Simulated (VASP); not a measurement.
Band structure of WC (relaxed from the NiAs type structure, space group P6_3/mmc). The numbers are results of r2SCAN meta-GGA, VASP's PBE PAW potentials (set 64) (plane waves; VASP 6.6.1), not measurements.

Unless said otherwise, spin-orbit coupling is left out, though it shifts the bands of the heavy elements here.

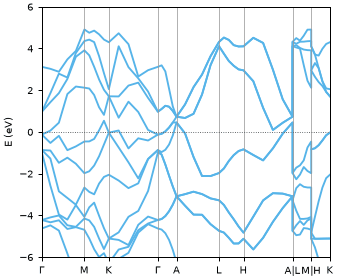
Figure. Bands along high-symmetry lines, zero at the valence-band maximum or, without a gap, the Fermi level

Question: Read the plot: is there a gap, and where are the band edges?

Answer: It has no gap at this level: it comes out as a metal or semimetal.

The structure was generated: WC was put into the NiAs type type (P6_3/mmc), which need not be its known phase. It was relaxed first, which changed the volume by -36 %.
